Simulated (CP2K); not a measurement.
# PBE0/TZV2P-MOLOPT-PBE0-GTH (core potential) run of [NH2]− (SMILES [NH2-])

What is the energy change on altering one bond length of [NH2]− at PBE0/TZV2P-MOLOPT-PBE0-GTH (core potential)? 

Program for the calculation: CP2K 2026.2.

## (1) The molecule

[NH2]− has 3 atoms, charge -1, and is taken as a singlet. As SMILES, `[NH2-]`. The coordinates come from a PBE0-D4/def2-TZVPD relaxation.

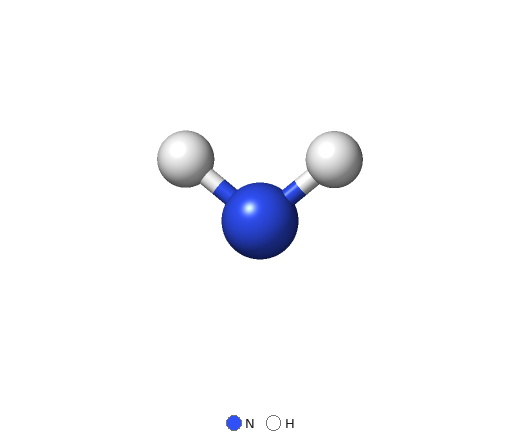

The structure, seen from a chosen angle (nitrogen blue, hydrogen white).

## (2) The energy at PBE0/TZV2P-MOLOPT-PBE0-GTH (core potential)

mol.inp

```
&FORCE_EVAL
    METHOD QUICKSTEP
    &DFT
        BASIS_SET_FILE_NAME BASIS_MOLOPT_UZH
        BASIS_SET_FILE_NAME BASIS_ADMM_UZH
        POTENTIAL_FILE_NAME POTENTIAL_UZH
        CHARGE -1
        ! Quickstep
        &QS
            METHOD GPW
            EPS_DEFAULT 1.0E-10
        &END
        &MGRID
            CUTOFF 400
            REL_CUTOFF 50
            NGRIDS 4
        &END
        ! no periodic images
        &POISSON
            PERIODIC NONE
            POISSON_SOLVER WAVELET
        &END
        &SCF
            SCF_GUESS ATOMIC
            EPS_SCF 1.0E-06
            MAX_SCF 50
            &OT
                MINIMIZER DIIS
                PRECONDITIONER FULL_ALL
            &END
            &OUTER_SCF
                EPS_SCF 1.0E-06
                MAX_SCF 10
            &END
        &END
        ! exchange and correlation
        &XC
            &XC_FUNCTIONAL
                &PBE
                    SCALE_X 0.75
                    SCALE_C 1.0
                &END
            &END
            &HF
                FRACTION 0.25
                &SCREENING
                    EPS_SCHWARZ 1.0E-09
                &END
                &MEMORY
                    MAX_MEMORY 1050
                &END
            &END
        &END
        &AUXILIARY_DENSITY_MATRIX_METHOD
            ADMM_TYPE ADMMS
            EXCH_CORRECTION_FUNC PBEX
        &END
        &PRINT
            &MOMENTS
                PERIODIC F
                REFERENCE COM
                MAX_MOMENT 1
            &END
            &MO_CUBES
                NLUMO 5
                NHOMO -1
                WRITE_CUBE F
            &END
            &HIRSHFELD OFF
            &END
        &END
    &END
    &SUBSYS
        ! vacuum box
        &CELL
            ABC 11.4 11.4 11.4
            PERIODIC NONE
        &END
        &COORD
            N      0.342200    -0.203000     0.168700
            H      0.125500     0.801200     0.156000
            H     -0.467700    -0.598200    -0.324700
        &END
        &TOPOLOGY
            &CENTER_COORDINATES
            &END
        &END
        &KIND N
            BASIS_SET ORB TZV2P-MOLOPT-PBE0-GTH-q5
            BASIS_SET AUX_FIT admm-tzp-q5
            POTENTIAL GTH-PBE0-q5
        &END
        &KIND H
            BASIS_SET ORB TZV2P-MOLOPT-PBE0-GTH-q1
            BASIS_SET AUX_FIT admm-tzp-q1
            POTENTIAL GTH-PBE0-q1
        &END
    &END
&END

&GLOBAL
    PROJECT mol
    RUN_TYPE ENERGY
    PRINT_LEVEL MEDIUM
&END
```

Command:

```console
$ OMP_NUM_THREADS=1 cp2k.psmp -i mol.inp > mol.out 2>&1
```

Log:

```text
CP2K| version string:                                       CP2K version 2026.2
[...]
 GLOBAL| Method name                                                        CP2K
[...]
 GLOBAL| Run type                                                         ENERGY
[...]
 DFT| Spin restricted Kohn-Sham (RKS) calculation                            RKS
 DFT| Multiplicity                                                             1
[...]
 DFT| Charge                                                                  -1
[...]
 FUNCTIONAL| PBE:
 QS| Method:                                                                 GPW
[...]
 QS| Density cutoff [a.u.]:                                                200.0
[...]
 QS| Relative density cutoff [a.u.]:                                        25.0
[...]
                             - Atoms:                                          3
[...]
                             - Spherical basis functions:                     57
[...]
 Number of electrons:                                                          8
[...]
     1 OT DIIS     0.15E+00    7.5     0.13215601       -10.7144111570 -1.07E+01
[...]
    11 OT DIIS     0.15E+00    6.6     0.00000082       -11.0585017377 -2.85E-10
  *** SCF run converged in    11 steps ***
[...]
  Overlap energy of the core charge distribution:               0.00000012098073
  Self energy of the core charge distribution:                -27.64177388686548
  Core Hamiltonian energy:                                      8.31821795585229
  Hartree energy:                                              11.68838952726823
  Exchange-correlation energy:                                 -2.63226614654090
  Hartree-Fock Exchange energy:                                -0.79106930841557
  Total energy:                                               -11.05850173772071
[...]
                     Mulliken Population Analysis
 #  Atom  Element  Kind  Atomic population                           Net charge
       1     N        1          5.961554                             -0.961554
       2     H        2          1.019196                             -0.019196
       3     H        2          1.019250                             -0.019250
 # Total charge                              8.000000                 -1.000000
[...]
  Dipole moment [Debye]
    X= -0.1256126E+01 Y=  0.7450572E+00 Z= -0.6192359E+00  Total=      1.5863215
[...]
 WARNING : did not converge in ot_eigensolver
 number of iterations          299  exceeded maximum
 current gradient / target gradient   9.5637037224815191E-004  /    1.0000000000000001E-005
[...]
 HOMO - LUMO gap [eV] :    7.386140
 ENERGY| Total FORCE_EVAL ( QS ) energy [hartree]            -11.058501737720707
[...]
```

Wall time 78 s (1 thread of Arm Neoverse N1, shared host); peak memory 1.3 GiB.

## (3) The distorted shape, same level

gas.inp

```
&FORCE_EVAL
  METHOD QUICKSTEP
  &DFT
    BASIS_SET_FILE_NAME BASIS_MOLOPT_UZH
    BASIS_SET_FILE_NAME BASIS_ADMM_UZH
    POTENTIAL_FILE_NAME POTENTIAL_UZH
    CHARGE -1
    # Quickstep
    &QS
      METHOD GPW
      EPS_DEFAULT 1.0E-10
    &END
    &MGRID
      CUTOFF 400
      REL_CUTOFF 50
      NGRIDS 4
    &END
    &POISSON
      PERIODIC NONE
      POISSON_SOLVER WAVELET
    &END
    &SCF
      SCF_GUESS ATOMIC
      EPS_SCF 1.0E-06
      MAX_SCF 30
      &OT
        MINIMIZER DIIS
        PRECONDITIONER FULL_ALL
      &END
      &OUTER_SCF
        EPS_SCF 1.0E-06
        MAX_SCF 8
      &END
    &END
    # functional
    &XC
      &XC_FUNCTIONAL
        &PBE
          SCALE_X 0.75
          SCALE_C 1.0
        &END
      &END
      # exact exchange
      &HF
        FRACTION 0.25
        &SCREENING
          EPS_SCHWARZ 1.0E-09
        &END
        &MEMORY
          MAX_MEMORY 1050
        &END
      &END
    &END
    &AUXILIARY_DENSITY_MATRIX_METHOD
      ADMM_TYPE ADMMS
      EXCH_CORRECTION_FUNC PBEX
    &END
    # extra output
    &PRINT
      &MOMENTS
        PERIODIC F
        REFERENCE COM
        MAX_MOMENT 1
      &END
      &MO_CUBES
        NLUMO 5
        NHOMO -1
        WRITE_CUBE F
      &END
      &HIRSHFELD OFF
      &END
    &END
  &END
  # atoms, cell and kinds
  &SUBSYS
    &CELL
      ABC 11.6 11.6 11.6
      PERIODIC NONE
    &END
    &COORD
      N      0.374704    -0.353627     0.170605
      H      0.125500     0.801200     0.156000
      H     -0.435196    -0.748827    -0.322795
    &END
    &TOPOLOGY
      &CENTER_COORDINATES
      &END
    &END
    &KIND N
      BASIS_SET ORB TZV2P-MOLOPT-PBE0-GTH-q5
      BASIS_SET AUX_FIT admm-tzp-q5
      POTENTIAL GTH-PBE0-q5
    &END
    &KIND H
      BASIS_SET ORB TZV2P-MOLOPT-PBE0-GTH-q1
      BASIS_SET AUX_FIT admm-tzp-q1
      POTENTIAL GTH-PBE0-q1
    &END
  &END
&END

&GLOBAL
  PROJECT gas
  RUN_TYPE ENERGY
  PRINT_LEVEL MEDIUM
&END
```

Command:

```console
$ OMP_NUM_THREADS=1 cp2k.psmp gas.inp > gas.out
```

Log:

```text
CP2K| version string:                                       CP2K version 2026.2
[...]
 GLOBAL| Method name                                                        CP2K
[...]
 GLOBAL| Run type                                                         ENERGY
[...]
 DFT| Spin restricted Kohn-Sham (RKS) calculation                            RKS
 DFT| Multiplicity                                                             1
[...]
 DFT| Charge                                                                  -1
[...]
 FUNCTIONAL| PBE:
 QS| Method:                                                                 GPW
[...]
 QS| Density cutoff [a.u.]:                                                200.0
[...]
 QS| Relative density cutoff [a.u.]:                                        25.0
[...]
                             - Atoms:                                          3
[...]
                             - Spherical basis functions:                     57
[...]
 Number of electrons:                                                          8
[...]
     1 OT DIIS     0.15E+00    7.6     0.12888660       -10.7028100452 -1.07E+01
[...]
    12 OT DIIS     0.15E+00    6.8     0.00000043       -11.0462858055 -3.79E-11
  *** SCF run converged in    12 steps ***
[...]
  Overlap energy of the core charge distribution:               0.00000006077947
  Self energy of the core charge distribution:                -27.64177388686548
  Core Hamiltonian energy:                                      8.15160689428752
  Hartree energy:                                              11.80975964345406
  Exchange-correlation energy:                                 -2.59045236626478
  Hartree-Fock Exchange energy:                                -0.77542615091563
  Total energy:                                               -11.04628580552484
[...]
                     Mulliken Population Analysis
 #  Atom  Element  Kind  Atomic population                           Net charge
       1     N        1          5.966378                             -0.966378
       2     H        2          1.020216                             -0.020216
       3     H        2          1.013406                             -0.013406
 # Total charge                              8.000000                 -1.000000
[...]
  Dipole moment [Debye]
    X= -0.1169822E+01 Y=  0.4157985E+00 Z= -0.6065927E+00  Total=      1.3817842
[...]
 WARNING : did not converge in ot_eigensolver
 number of iterations          299  exceeded maximum
 current gradient / target gradient   1.6770188576132367E-003  /    1.0000000000000001E-005
[...]
 HOMO - LUMO gap [eV] :    6.778226
 ENERGY| Total FORCE_EVAL ( QS ) energy [hartree]            -11.046285805524839
[...]
```

It took 86 s on 1 thread of Arm Neoverse N1, shared host; peak memory 1.3 GiB.

## (4) What came out

Level: PBE0/TZV2P-MOLOPT-PBE0-GTH (core potential).

| quantity | value |
| --- | --- |
| first shape: total energy | -11.05850 Eh |
| first shape: HOMO energy | 2.51 eV |
| first shape: LUMO energy | 9.90 eV |
| first shape: HOMO–LUMO gap (to an unbound level, set by the basis) | 7.39 eV |
| distorted shape: total energy | -11.04629 Eh |
| distorted shape: HOMO energy | 2.42 eV |
| distorted shape: LUMO energy | 9.20 eV |
| distorted shape: HOMO–LUMO gap (to an unbound level, set by the basis) | 6.78 eV |
| energy change with the N1–H2 bond stretched from 1.027 to 1.181 Å | 0.332 eV |

With the N1–H2 bond stretched from 1.027 to 1.181 Å the energy rises by 0.33 eV (32.1 kJ/mol). The HOMO (first shape) lies at positive energy, 2.51 eV; only total energies tell whether the electron is bound. The HOMO (distorted shape) lies at positive energy, 2.42 eV; only total energies tell whether the electron is bound.
